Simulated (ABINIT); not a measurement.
## Convergence study of the k-point mesh for Li (Im-3m, 1 atom in the cell)

```
Li
1.0
   -1.75023     1.75023     1.75023
    1.75023    -1.75023     1.75023
    1.75023     1.75023    -1.75023
Li
1
Direct
  0.00000   0.00000   0.00000
```

Method of the run: PBEsol, norm-conserving pseudopotentials (PseudoDojo nc-sr-04 PBEsol standard) (plane waves; ABINIT 10.0.3).

Base settings: pseudos = [Li.upf]; ecut = 37 Ha; ixc = -116133; occopt = 7; tsmear = 0.1 eV; ngkpt = 11 11 11; nshiftk = 1; shiftk = 0 0 0; potentials = PseudoDojo nc-sr-04 PBEsol standard; nband = 7.

Only quantities that move along the ladder and can be compared are tabulated.

The count of work is k-points × plane waves × bands × iterations; it is no time. Core times come from one kind of shared machine, to one figure; runs under 30 s give none.

The starting cell has typed, rounded lattice constants, without a prior relaxation at this level. Its lattice was rescaled by up to half a per cent.

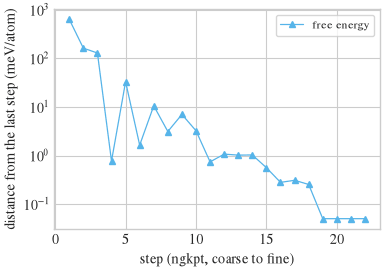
Figure: Distance from the last step along the ladder; very small values are drawn at a floor.

```csv
ngkpt,free energy less the last step's (meV/atom),pressure (GPa),count of work / last,core time / last (rough)
2 2 2,639.16,-0.72,0.00074,–
3 3 3,-162.57,-1.32,0.0020,–
4 4 4,129.23,-0.13,0.0039,–
5 5 5,-0.77,-0.75,0.0049,–
6 6 6,33.05,-0.60,0.0079,–
7 7 7,-1.64,-0.72,0.0099,–
8 8 8,10.56,-0.69,0.014,–
9 9 9,-3.12,-0.73,0.017,–
10 10 10,7.02,-0.69,0.023,–
11 11 11,-3.24,-0.74,0.028,–
13 13 13,-0.74,-0.75,0.041,–
14 14 14,1.07,-0.71,0.051,–
15 15 15,1.02,-0.73,0.059,–
17 17 17,1.03,-0.73,0.082,0.2
19 19 19,0.56,-0.73,0.11,–
21 21 21,0.28,-0.73,0.14,0.3
23 23 23,0.31,-0.73,0.18,0.2
26 26 26,-0.25,-0.74,0.25,0.2
29 29 29,0.00,-0.73,0.34,0.5
32 32 32,0.05,-0.73,0.44,0.8
35 35 35,-0.02,-0.73,0.56,0.7
39 39 39,-0.05,-0.73,0.76,0.9
43 43 43,0.00,-0.73,1.0,1
```

Coarsest ngkpt that holds the pressure within 0.5 GPa of the last step, with all finer ones: 5 5 5, at 0.0049 of the last step's count of work; the step before is off by 0.61 GPa.

Coarsest ngkpt that holds the free energy within 5 meV/atom of the last step, with all finer ones: 11 11 11, at 0.028 of the last step's count of work; the step before is off by 7.0 meV/atom.
